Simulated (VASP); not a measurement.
Band structure of CuI (zinc blende). Level of theory: PW91 GGA, VASP's PBE PAW potentials (set 64) (plane waves; VASP).

Unless said otherwise, spin-orbit coupling is left out, though it shifts the bands of the heavy elements here.

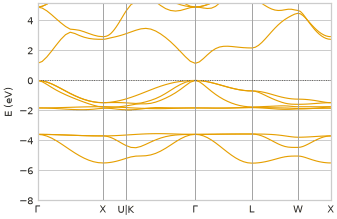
*Bands along high-symmetry lines, zero at the valence-band maximum or, without a gap, the Fermi level*

Task: Read the plot: is there a gap, and where are the band edges?

Result: The gap is direct, 1.14 eV, from the valence maximum at Γ to the conduction minimum at Γ. (Edges off the drawn lines would not show.)

Measured: gap 3.12 eV (computed value off by -1.98 eV), as given by Abedi et al., (2022), arXiv:2211.14644.

The compound is CuI in the zinc blende structure. It was relaxed first.
